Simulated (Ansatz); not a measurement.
Tl$_{2}$Zn

```
CELL_PARAMETERS angstrom
0.00000 0.00000 -4.93336
-4.97472 0.00000 0.00000
0.00000 6.93709 0.00000
ATOMIC_POSITIONS crystal
Zn 0.00000 0.00000 0.00000
Zn 0.50000 0.50000 0.50000
Tl 0.00000 0.49998 0.24979
Tl 0.00000 0.50002 0.75021
Tl 0.50000 0.00002 0.74979
Tl 0.50000 0.99998 0.25021
```

Space group Immm; a structure from a database of computed crystals, not necessarily the ambient phase; a generated structure, not necessarily the stable one.

Computed with DFT PBE, scalar-relativistic, plane waves, PAW (Ansatz 0.2.0).

Question: What can the converged valence pseudo-density and electron localisation function tell about the bonding?

Answer: Tl–Zn (3.03 Å): ρ at the midpoint is about 0.18 e/Å³; the ELF is about 0.25 at the midpoint (no localised pair shows between them).

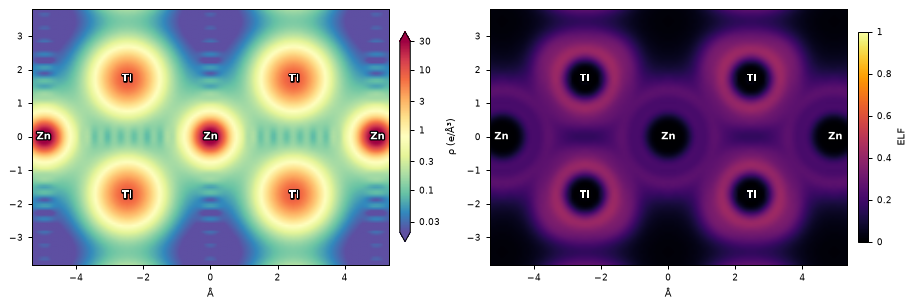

Computed valence pseudo-density and electron localisation function on the (100) plane of the conventional cell, in this order. 

The density is the valence pseudo-density of a PAW calculation; it isn't the true density close to the nuclei.
